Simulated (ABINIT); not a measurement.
# CdF2 (Fm-3m): making up for missing bands, part 2 of 2

Can a closure trick stand in for empty bands in GW on CdF2 (Fm-3m)?

ABINIT 10.8.3; PBE and many-body steps on it, plane waves. Known limits of the many-body steps: not at the basis limit; d shell near the gap, gap tends to lie low; no spin-orbit coupling; coarse k mesh.

So far. Step 3 (Screening, 4×4×4 mesh, 133 bands, screening to 190.5 eV): Local fields lower ε∞ by 6 %. On a Γ-centred mesh this coarse the value itself is usually too large, while a short band sum pulls it down. Step 4 (133 bands): The gap on the mesh goes from 3.12 eV to 5.34 eV, a correction of +2.22 eV.

## Step 6: 27 bands

This step: G0W0 on PBE, plane waves, norm-conserving pseudopotentials.

run.abi

```
acell 3*1.0 Angstrom
rprim 
  0.000000000000 2.694000000000 2.694000000000
  2.694000000000 0.000000000000 2.694000000000
  2.694000000000 2.694000000000 -0.000000000000
ntypat 2
znucl 48 9
natom 3
typat 1 2 2
xred 
  0.000000000000 0.000000000000 0.000000000000
  0.250000000000 0.250000000000 0.250000000000
  0.750000000000 0.750000000000 0.750000000000
pp_dirpath "pseudos"
pseudos "Cd.upf, F.upf"
ecut 47
ngkpt 4 4 4
nshiftk 1
shiftk 0 0 0
kptopt 1
chksymbreak 0
istwfk *1
occopt 1
irdwfk 1
optdriver 4
nband 27
gwcalctyp 0
ecutsigx 47
symsigma 1
nkptgw 2
kptgw 
  -0.2500000000 0.5000000000 0.2500000000
  0.0000000000 0.0000000000 0.0000000000
bdgw 
  16 19
  15 21
ecuteps 7
irdscr 1
ppmodel 1
indata_prefix "in"
outdata_prefix "out"
tmpdata_prefix "tmp"
```

The run is started by

```console
> OMP_NUM_THREADS=1 mpirun -n 8 abinit run.abi > log
```

Log:

```text
.Version 10.8.3 of ABINIT. v10.8.2 released Aug 2026.

 Symmetries : space group Fm -3 m (#225); Bravais cF (face-center cubic)
[... echo of the input left out ...]
== DATASET  1 ==================================================================
-   mpi_nproc: 8, omp_nthreads: 1 (-1 if OMP is not activated)

--- !DatasetInfo
iteration_state: {dtset: 1, }
dimensions: {natom: 3, nkpt: 8, mband: 27, nsppol: 1, nspinor: 1, nspden: 1, mpw: 4092, }
cutoff_energies: {ecut:  47.0, pawecutdg:  -1.0, }
electrons: {nelect:   3.40000000E+01, charge:   0.00000000E+00, occopt:   1.00000000E+00, tsmear:   1.00000000E-02, }

 SIGMA: Calculation of the GW corrections

 Based on a program developped by R.W. Godby, V. Olevano, G. Onida, and L. Reining.
 Incorporated in ABINIT by V. Olevano, G.-M. Rignanese, and M. Torrent.
.Using double precision arithmetic ; gwpc =  8

[... cell and pseudopotentials left out ...]
--------------------------------------------------------------------------------

 ==== K-mesh for the wavefunctions ====
 Number of points in the irreducible wedge :     8
[... list of points left out ...]
 Together with 48 symmetry operations and time-reversal symmetry
 yields    64 points in the full Brillouin Zone.

 ==== Q-mesh for screening function ====
 Number of points in the irreducible wedge :     8
[... list of points left out ...]
 Together with 48 symmetry operations and time-reversal symmetry
 yields    64 points in the full Brillouin Zone.

 vcoul_init : cutoff-mode = AUXILIARY_FUNCTION
 q-points for optical limit:   1
     1)      0.000010    0.000020    0.000030
 setmesh: FFT mesh size selected  =    45x   45x   45
          total number of points  =        91125

 Number of electrons calculated from density =   34.0000; Expected =   34.0000
[...]
number of omega for Sigma on real axis              0
 max omega for Sigma on real axis  [eV]           0.00
 zcut for avoiding poles [eV]                     0.10

 EPSILON^-1 parameters (SCR file):
 dimension of the eps^-1 matrix on file            259
 dimension of the eps^-1 matrix used               259
 number of plane-waves for wavefunctions          4015
 number of bands                                    27
 number of q-points in IBZ                           8
 number of frequencies                               2
 number of real frequencies                          1
 number of imag frequencies                          1

 matrix elements of self-energy operator (all in [eV])

 Perturbative Calculation

--- !SelfEnergy_ee
iteration_state: {dtset: 1, }
kpoint     : [  -0.250,    0.500,    0.250, ]
spin       : 1
KS_gap     :    8.101
QP_gap     :   12.353
Delta_QP_KS:    4.252
data: !SigmaeeData |
     Band     E0 <VxcDFT>   SigX SigC(E0)      Z dSigC/dE  Sig(E)    E-E0       E
       16   2.536 -23.138 -30.563   6.102   0.767  -0.304 -24.153  -1.014   1.522
       17   3.135 -24.392 -31.575   5.810   0.779  -0.284 -25.461  -1.069   2.066
       18  11.236 -16.752 -10.745  -2.237   0.844  -0.185 -13.569   3.183  14.419
[...]
--- !SelfEnergy_ee
iteration_state: {dtset: 1, }
kpoint     : [   0.000,    0.000,    0.000, ]
spin       : 1
KS_gap     :    3.619
QP_gap     :    7.038
Delta_QP_KS:    3.419
data: !SigmaeeData |
     Band     E0 <VxcDFT>   SigX SigC(E0)      Z dSigC/dE  Sig(E)    E-E0       E
[...]
20  15.876 -10.202  -4.669  -2.696   0.868  -0.152  -7.739   2.464  18.340
       21  15.876 -10.202  -4.669  -2.696   0.868  -0.152  -7.739   2.464  18.340

== END DATASET(S) ==============================================================
================================================================================

 -outvars: echo values of variables after computation  --------
           etotal      0.0000000000E+00
            nband          27
             nkpt           8
          spgroup         225
 [... the other variables as echoed above ...]

 Calculation completed.
```

Run time: 3.5 s. Hardware: 8 MPI ranks of AMD EPYC 9R45, shared host; peak memory 1.7 GiB; 26 s of CPU time.

This step gave:

| Item | Value |
| --- | --- |
| G0W0 gap on the points computed | 6.164 eV |
| starting gap on the mesh | 3.124 eV |
| k of the valence top | -0.25, 0.5, 0.25 |
| k of the conduction bottom | 0, 0, 0 |
| Z at the valence top | 0.779 |
| Z at the conduction bottom | 0.87 |
| least direct G0W0 gap on the computed points | 7.038 eV |

Against G0W0 in ABINIT (4×4×4 mesh, 133 bands, screening to 190.5 eV, Godby-Needs plasmon pole), the gap moves by +0.824 eV.

## Step 7: Screening, 4×4×4 mesh, 27 bands, screening to 190.5 eV

This step: RPA screening on PBE, plane waves, norm-conserving pseudopotentials.

run.abi, as its differences from that of step 6:

```diff
@@ -24,17 +24,10 @@
 irdwfk 1
-optdriver 4
+optdriver 3
 nband 27
-gwcalctyp 0
-ecutsigx 47
-symsigma 1
-nkptgw 2
-kptgw 
-  -0.2500000000 0.5000000000 0.2500000000
-  0.0000000000 0.0000000000 0.0000000000
-bdgw 
-  16 19
-  15 21
 ecuteps 7
-irdscr 1
-ppmodel 1
+inclvkb 2
+awtr 1
+symchi 1
+gwcomp 1
+gwencomp 2
 indata_prefix "in"
```

Log:

```text
.Version 10.8.3 of ABINIT. v10.8.2 released Aug 2026.

 Symmetries : space group Fm -3 m (#225); Bravais cF (face-center cubic)
[... echo of the input left out ...]
== DATASET  1 ==================================================================
-   mpi_nproc: 8, omp_nthreads: 1 (-1 if OMP is not activated)

--- !DatasetInfo
iteration_state: {dtset: 1, }
dimensions: {natom: 3, nkpt: 8, mband: 27, nsppol: 1, nspinor: 1, nspden: 1, mpw: 4092, }
cutoff_energies: {ecut:  47.0, pawecutdg:  -1.0, }
[...]
--------------------------------------------------------------------------------
[... chi0 elements left out ...]
 For q-point:  0.000010 0.000020 0.000030
  dielectric constant =   2.5402
  dielectric constant without local fields =   2.6078

  Average fulfillment of the sum rule on Im[epsilon] for q-point    1 :     98.99  [%]
[... wings left out ...]
  q-point number  2        q = ( 0.250000, 0.000000, 0.000000) [r.l.u.]
--------------------------------------------------------------------------------
[... chi0 elements left out ...]
  Average fulfillment of the sum rule on Im[epsilon] for q-point    2 :    119.63  [%]

 [... 6 further q-points ...]
```

Wall time 12 s (8 MPI ranks); peak memory 1.8 GiB; 95 s of CPU time.

Numbers from this step:

```yaml
eps_infinity_with_local_fields_on_this_mesh_along_the_program_s_q_direction: 2.540
the_same_without_local_fields: 2.608
plasma_frequency: 34.62 eV
plane_waves_in_the_screening_matrix: 259
```

## Step 8: 27 bands, completed

This step: G0W0 on PBE, plane waves, norm-conserving pseudopotentials.

run.abi, as its differences from that of step 7:

```diff
@@ -24,8 +24,17 @@
 irdwfk 1
-optdriver 3
+optdriver 4
 nband 27
+gwcalctyp 0
+ecutsigx 47
+symsigma 1
+nkptgw 2
+kptgw 
+  -0.2500000000 0.5000000000 0.2500000000
+  0.0000000000 0.0000000000 0.0000000000
+bdgw 
+  16 19
+  15 21
 ecuteps 7
-inclvkb 2
-awtr 1
-symchi 1
+irdscr 1
+ppmodel 1
 gwcomp 1
```

Log:

```text
.Version 10.8.3 of ABINIT. v10.8.2 released Aug 2026.

 Symmetries : space group Fm -3 m (#225); Bravais cF (face-center cubic)
[... echo of the input left out ...]
== DATASET  1 ==================================================================
-   mpi_nproc: 8, omp_nthreads: 1 (-1 if OMP is not activated)

--- !DatasetInfo
iteration_state: {dtset: 1, }
dimensions: {natom: 3, nkpt: 8, mband: 27, nsppol: 1, nspinor: 1, nspden: 1, mpw: 4092, }
cutoff_energies: {ecut:  47.0, pawecutdg:  -1.0, }
[...]
Band     E0 <VxcDFT>   SigX SigC(E0)      Z dSigC/dE  Sig(E)    E-E0       E
[...]
20  15.876 -10.202  -4.669  -4.021   0.885  -0.130  -8.864   1.339  17.214
       21  15.876 -10.202  -4.669  -4.021   0.885  -0.130  -8.864   1.339  17.214

== END DATASET(S) ==============================================================
================================================================================

 -outvars: echo values of variables after computation  --------
           etotal      0.0000000000E+00
            nband          27
             nkpt           8
          spgroup         225
 [... the other variables as echoed above ...]

 Calculation completed.
```

Elapsed: 3.6 s, on 8 MPI ranks; peak memory 1.7 GiB.

This step gave:

* G0W0 gap on the points computed: 6.022 eV
* starting gap on the mesh: 3.124 eV
* k of the valence top: -0.25, 0.5, 0.25
* k of the conduction bottom: 0, 0, 0
* least direct G0W0 gap on the computed points: 6.834 eV

Against G0W0 in ABINIT (4×4×4 mesh, 133 bands, screening to 190.5 eV, Godby-Needs plasmon pole), the gap moves by +0.682 eV.

## Step 9: Screening, 4×4×4 mesh, 58 bands, screening to 190.5 eV

This step: RPA screening on PBE, plane waves, norm-conserving pseudopotentials.

run.abi, as its differences from that of step 8:

```diff
@@ -24,19 +24,8 @@
 irdwfk 1
-optdriver 4
-nband 27
-gwcalctyp 0
-ecutsigx 47
-symsigma 1
-nkptgw 2
-kptgw 
-  -0.2500000000 0.5000000000 0.2500000000
-  0.0000000000 0.0000000000 0.0000000000
-bdgw 
-  16 19
-  15 21
+optdriver 3
+nband 58
 ecuteps 7
-irdscr 1
-ppmodel 1
-gwcomp 1
-gwencomp 2
+inclvkb 2
+awtr 1
+symchi 1
 indata_prefix "in"
```

Log:

```text
.Version 10.8.3 of ABINIT. v10.8.2 released Aug 2026.

 Symmetries : space group Fm -3 m (#225); Bravais cF (face-center cubic)
[... echo of the input left out ...]
== DATASET  1 ==================================================================
-   mpi_nproc: 8, omp_nthreads: 1 (-1 if OMP is not activated)

--- !DatasetInfo
iteration_state: {dtset: 1, }
dimensions: {natom: 3, nkpt: 8, mband: 58, nsppol: 1, nspinor: 1, nspden: 1, mpw: 4092, }
cutoff_energies: {ecut:  47.0, pawecutdg:  -1.0, }
[...]
--------------------------------------------------------------------------------
[... chi0 elements left out ...]
 For q-point:  0.000010 0.000020 0.000030
  dielectric constant =   2.7308
  dielectric constant without local fields =   2.8738

  Average fulfillment of the sum rule on Im[epsilon] for q-point    1 :     35.54  [%]
[... wings left out ...]
  q-point number  2        q = ( 0.250000, 0.000000, 0.000000) [r.l.u.]
--------------------------------------------------------------------------------
[... chi0 elements left out ...]
  Average fulfillment of the sum rule on Im[epsilon] for q-point    2 :     53.21  [%]

 [... 6 further q-points ...]
```

It took 6.7 s on 8 MPI ranks; peak memory 1.7 GiB.

This step gave:

* ε∞ with local fields, on this mesh, along the program's q direction: 2.731
* the same without local fields: 2.874
* plasma frequency: 34.62 eV
* plane waves in the screening matrix: 259

## Step 10: 58 bands

This step: G0W0 on PBE, plane waves, norm-conserving pseudopotentials.

run.abi, as its differences from that of step 9:

```diff
@@ -24,8 +24,17 @@
 irdwfk 1
-optdriver 3
+optdriver 4
 nband 58
+gwcalctyp 0
+ecutsigx 47
+symsigma 1
+nkptgw 2
+kptgw 
+  -0.2500000000 0.5000000000 0.2500000000
+  0.0000000000 0.0000000000 0.0000000000
+bdgw 
+  16 19
+  15 21
 ecuteps 7
-inclvkb 2
-awtr 1
-symchi 1
+irdscr 1
+ppmodel 1
 indata_prefix "in"
```

Log:

```text
.Version 10.8.3 of ABINIT. v10.8.2 released Aug 2026.

 Symmetries : space group Fm -3 m (#225); Bravais cF (face-center cubic)
[... echo of the input left out ...]
== DATASET  1 ==================================================================
-   mpi_nproc: 8, omp_nthreads: 1 (-1 if OMP is not activated)

--- !DatasetInfo
iteration_state: {dtset: 1, }
dimensions: {natom: 3, nkpt: 8, mband: 58, nsppol: 1, nspinor: 1, nspden: 1, mpw: 4092, }
cutoff_energies: {ecut:  47.0, pawecutdg:  -1.0, }
[...]
Band     E0 <VxcDFT>   SigX SigC(E0)      Z dSigC/dE  Sig(E)    E-E0       E
[...]
20  15.876 -10.202  -4.669  -3.852   0.879  -0.138  -8.725   1.477  17.353
       21  15.876 -10.202  -4.669  -3.852   0.879  -0.138  -8.725   1.477  17.353

== END DATASET(S) ==============================================================
================================================================================

 -outvars: echo values of variables after computation  --------
           etotal      0.0000000000E+00
            nband          58
             nkpt           8
          spgroup         225
 [... the other variables as echoed above ...]

 Calculation completed.
```

The job ended after 4.6 s (8 MPI ranks; peak memory 1.7 GiB).

Numbers from this step:

| Property | Result |
| --- | --- |
| G0W0 gap on the points computed | 5.383 eV |
| starting gap on the mesh | 3.124 eV |
| k of the valence top | -0.25, 0.5, 0.25 |
| k of the conduction bottom | 0, 0, 0 |
| least direct G0W0 gap on the computed points | 6.146 eV |

Against G0W0 in ABINIT (4×4×4 mesh, 133 bands, screening to 190.5 eV, Godby-Needs plasmon pole), the gap moves by +0.043 eV.

## Step 11: Screening, 4×4×4 mesh, 58 bands, screening to 190.5 eV

This step: RPA screening on PBE, plane waves, norm-conserving pseudopotentials.

run.abi, as its differences from that of step 10:

```diff
@@ -24,17 +24,10 @@
 irdwfk 1
-optdriver 4
+optdriver 3
 nband 58
-gwcalctyp 0
-ecutsigx 47
-symsigma 1
-nkptgw 2
-kptgw 
-  -0.2500000000 0.5000000000 0.2500000000
-  0.0000000000 0.0000000000 0.0000000000
-bdgw 
-  16 19
-  15 21
 ecuteps 7
-irdscr 1
-ppmodel 1
+inclvkb 2
+awtr 1
+symchi 1
+gwcomp 1
+gwencomp 2
 indata_prefix "in"
```

Log:

```text
.Version 10.8.3 of ABINIT. v10.8.2 released Aug 2026.

 Symmetries : space group Fm -3 m (#225); Bravais cF (face-center cubic)
[... echo of the input left out ...]
== DATASET  1 ==================================================================
-   mpi_nproc: 8, omp_nthreads: 1 (-1 if OMP is not activated)

--- !DatasetInfo
iteration_state: {dtset: 1, }
dimensions: {natom: 3, nkpt: 8, mband: 58, nsppol: 1, nspinor: 1, nspden: 1, mpw: 4092, }
cutoff_energies: {ecut:  47.0, pawecutdg:  -1.0, }
[...]
--------------------------------------------------------------------------------
[... chi0 elements left out ...]
 For q-point:  0.000010 0.000020 0.000030
  dielectric constant =   2.7374
  dielectric constant without local fields =   2.8738

  Average fulfillment of the sum rule on Im[epsilon] for q-point    1 :    100.25  [%]
[... wings left out ...]
  q-point number  2        q = ( 0.250000, 0.000000, 0.000000) [r.l.u.]
--------------------------------------------------------------------------------
[... chi0 elements left out ...]
  Average fulfillment of the sum rule on Im[epsilon] for q-point    2 :    104.99  [%]

 [... 6 further q-points ...]
```

Elapsed: 15 s, on 8 MPI ranks; peak memory 1.9 GiB; 2 min of CPU time.

This step gave:

| Quantity | Value |
| --- | --- |
| ε∞ with local fields, on this mesh, along the program's q direction | 2.737 |
| the same without local fields | 2.874 |
| plasma frequency | 34.62 eV |
| plane waves in the screening matrix | 259 |

## Step 12: 58 bands, completed

This step: G0W0 on PBE, plane waves, norm-conserving pseudopotentials.

run.abi, as its differences from that of step 11:

```diff
@@ -24,8 +24,17 @@
 irdwfk 1
-optdriver 3
+optdriver 4
 nband 58
+gwcalctyp 0
+ecutsigx 47
+symsigma 1
+nkptgw 2
+kptgw 
+  -0.2500000000 0.5000000000 0.2500000000
+  0.0000000000 0.0000000000 0.0000000000
+bdgw 
+  16 19
+  15 21
 ecuteps 7
-inclvkb 2
-awtr 1
-symchi 1
+irdscr 1
+ppmodel 1
 gwcomp 1
```

Log:

```text
.Version 10.8.3 of ABINIT. v10.8.2 released Aug 2026.

 Symmetries : space group Fm -3 m (#225); Bravais cF (face-center cubic)
[... echo of the input left out ...]
== DATASET  1 ==================================================================
-   mpi_nproc: 8, omp_nthreads: 1 (-1 if OMP is not activated)

--- !DatasetInfo
iteration_state: {dtset: 1, }
dimensions: {natom: 3, nkpt: 8, mband: 58, nsppol: 1, nspinor: 1, nspden: 1, mpw: 4092, }
cutoff_energies: {ecut:  47.0, pawecutdg:  -1.0, }
[...]
Band     E0 <VxcDFT>   SigX SigC(E0)      Z dSigC/dE  Sig(E)    E-E0       E
[...]
20  15.876 -10.202  -4.669  -4.471   0.876  -0.142  -9.272   0.931  16.806
       21  15.876 -10.202  -4.669  -4.471   0.876  -0.142  -9.272   0.931  16.806

== END DATASET(S) ==============================================================
================================================================================

 -outvars: echo values of variables after computation  --------
           etotal      0.0000000000E+00
            nband          58
             nkpt           8
          spgroup         225
 [... the other variables as echoed above ...]

 Calculation completed.
```

Run time: 4.9 s. Hardware: 8 MPI ranks; peak memory 1.7 GiB; 38 s of CPU time.

This step gave:

* G0W0 gap on the points computed: 5.6 eV
* starting gap on the mesh: 3.124 eV
* k of the valence top: -0.25, 0.5, 0.25
* k of the conduction bottom: 0, 0, 0
* least direct G0W0 gap on the computed points: 6.371 eV

Against G0W0 in ABINIT (4×4×4 mesh, 133 bands, screening to 190.5 eV, Godby-Needs plasmon pole), the gap moves by +0.260 eV.

## Step 13: Side by side

Times are wall times on 8 MPI ranks of AMD EPYC 9R45, shared host, good to a factor of about two. A run's time includes the screening step that it read.

```csv
run,mesh,bands,screening cutoff (eV),DFT gap (eV),gap on the mesh (eV),direct (eV),ε∞ used,time
133 bands,4×4×4,133,190.5,3.124,5.340,6.101,2.75,22 s
27 bands,4×4×4,27,190.5,3.124,6.164,7.038,2.53,7.4 s
"27 bands, completed",4×4×4,27,190.5,3.124,6.022,6.834,2.54,16 s
58 bands,4×4×4,58,190.5,3.124,5.383,6.146,2.73,11 s
"58 bands, completed",4×4×4,58,190.5,3.124,5.600,6.371,2.74,20 s
```

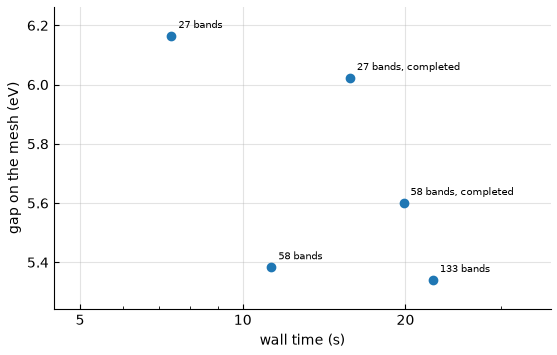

Result against wall time.

## Step 14: What came out

| Item | Value |
| --- | --- |
| 133 bands | 5.340 eV |
| 27 bands | 6.164 eV |
| 27 bands, completed | 6.022 eV |
| 58 bands | 5.383 eV |
| 58 bands, completed | 5.600 eV |

In words: 27 bands: +0.824 eV against 133 bands. 27 bands, completed: +0.682 eV against 133 bands. 58 bands: +0.043 eV against 133 bands. 58 bands, completed: +0.260 eV against 133 bands. The row with most bands is itself short of the limit, so it is no exact reference, and agreement of a truncated run with it can be a cancellation between the edges. In the G0W0 runs levels were corrected at 2 k points alone, so a gap called «on the mesh» is the least over those, and an edge elsewhere would be missed. The 4×4×4 mesh is coarse for this cell, which bears on the long-range parts of exchange and screening. A d shell, filled or nearly so, lies near the gap. One-shot GW converges very slowly in bands there, not always from below, and on a semilocal start the gap tends to come out low; starts rich in exact exchange can overshoot instead. The many-body steps are scalar-relativistic: spin-orbit coupling is not in them.

[Paths, hosts, dates, memory and timing lines, banners, echoed tables and standing remarks are left out of the program output.]

[Logs are printed without paths, hosts, clocks, repeated set-up lines and the standing remarks that a program may print on its own settings, such as how far it seeks lower states.]

[Runs of the session that timed out or met a known fault of the program may be left out.]

[Hosts, paths, dates, database ids (printed as entryN), source tags and the programs' standing remarks are cut or masked in the printed files.]

[G0W0 gaps are taken among the corrected bands and points alone; a level outside them can change the order at an edge.]

[Where Ansatz stands beside ABINIT at settings called matched, ABINIT's density can come from a denser mesh and the files from another edition; pairs whose starting gaps differed by over 0.03 eV were left out, so agreement reads better than it is.]
